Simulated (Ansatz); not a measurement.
**AlH4NO2···CH4: density, localisation and related maps**

```xyz
13

Al   -0.9791   -0.7783    0.7693
N     0.5041   -1.1986    1.6237
O    -1.6773   -1.9405   -0.2342
O    -1.7384    0.7214    0.9234
H     1.5667    0.5197   -0.7961
C     1.1803    1.2512   -1.5059
H     1.0141   -0.6098    2.2531
H     0.9586   -2.0878    1.5424
H    -2.4604   -1.8713   -0.7508
H    -1.5305    1.5031    1.3995
H     0.1899    1.5790   -1.1900
H     1.1195    0.8037   -2.4973
H     1.8522    2.1082   -1.5371
```

Computed with RHF/def2-SVP in Ansatz.

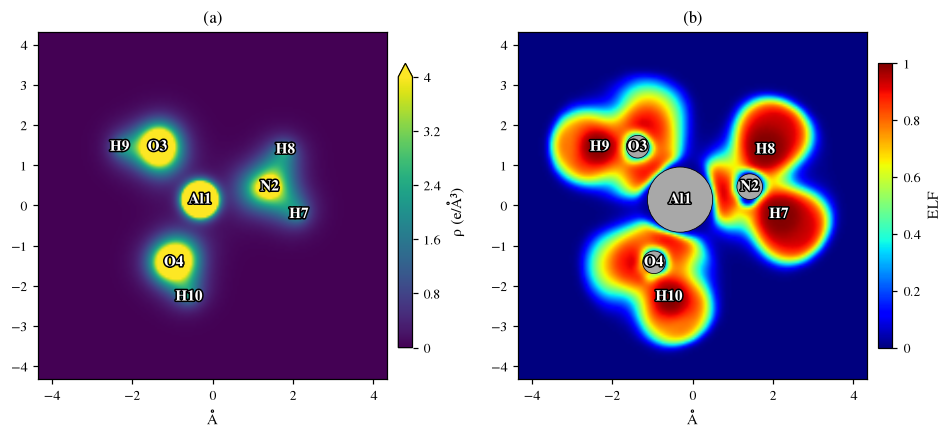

Figure 1. (a) electron density; (b) electron localisation function on the plane of atoms Al1, N2 and H7. Grey discs cover the atomic cores in the ELF map.

Question: Describe what can be read from this map.

Answer:
- The plane passes through Al, N, O and H nuclei.
- Al–O (1.69 Å): ρ is about 0.87 e/Å³ halfway; the ELF peaks at about 0.85 in the valence shell of O, 0.6 Å from its nucleus, and is about 0.40 at the midpoint.
- Al–N (1.76 Å): ρ is about 0.86 e/Å³ halfway; the ELF peaks at about 0.90 in the valence shell of N, 0.7 Å from its nucleus, and is about 0.60 at the midpoint.
- O–H (0.94 Å): ρ at the midpoint is about 3.8 e/Å³; the ELF climbs to about 1 towards the hydrogen, as it does in any bond to H (an ordinary covalent bond to hydrogen).
- N–H (1.00 Å): ρ at the midpoint is about 2.8 e/Å³; the ELF climbs to about 1 towards the hydrogen; a covalent bond by its length.
- The ELF also peaks beside O4 and O3, away from the bonds: lone-pair regions.

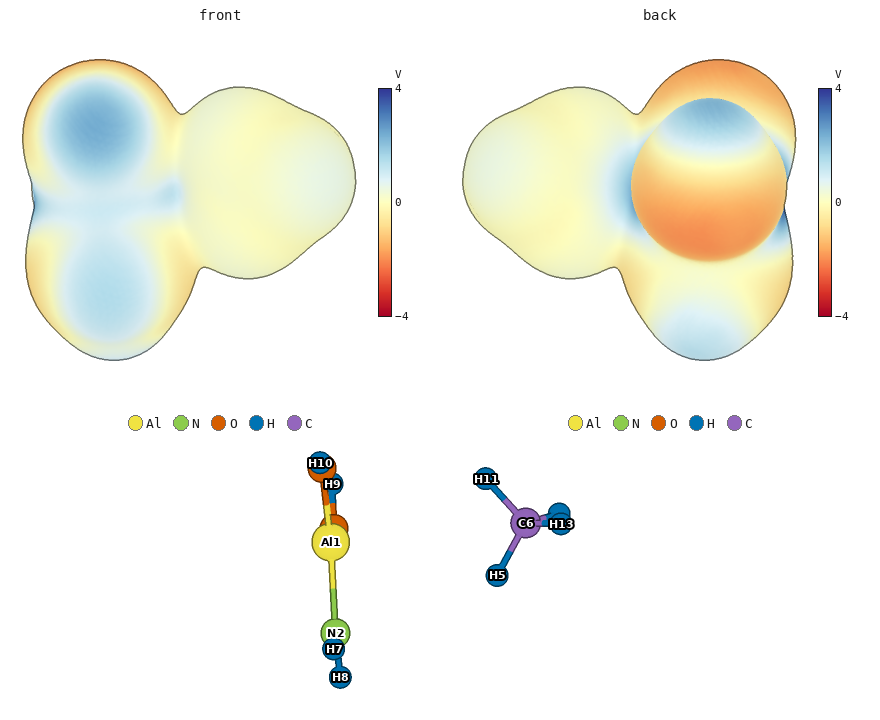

Figure 2. The molecular electrostatic potential painted on the density surface at 0.002 e/bohr³, seen from the front and from behind; the colour scale runs from red (negative) to blue (positive). The bare structure is drawn below in the same view.

Question: Which sites attract a positive test charge, and which a negative one?

Answer: A positive charge is drawn to the negative regions and a negative charge to the positive ones. The most negative region (about −1.9 V) lies over O3, the most positive (about +3.4 V) over Al1. O3 is the likeliest acceptor of a hydrogen bond.

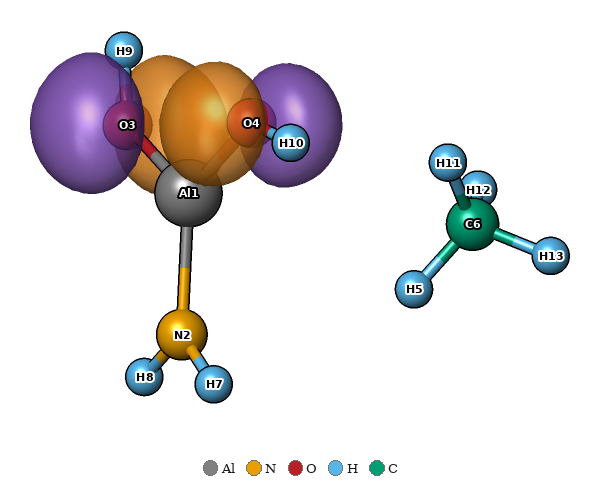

Figure 3. The HOMO−1 at ±0.15 Å⁻³ᐟ² (orange and purple are the two phases), seen at a tilt.

Question: Describe this orbital and give its energy.

Answer: It lies mainly on O3 (about 50 %) and O4 (about 35 %); largely a combination of lone pairs on O3 and O4. Its energy is −13.01 eV.
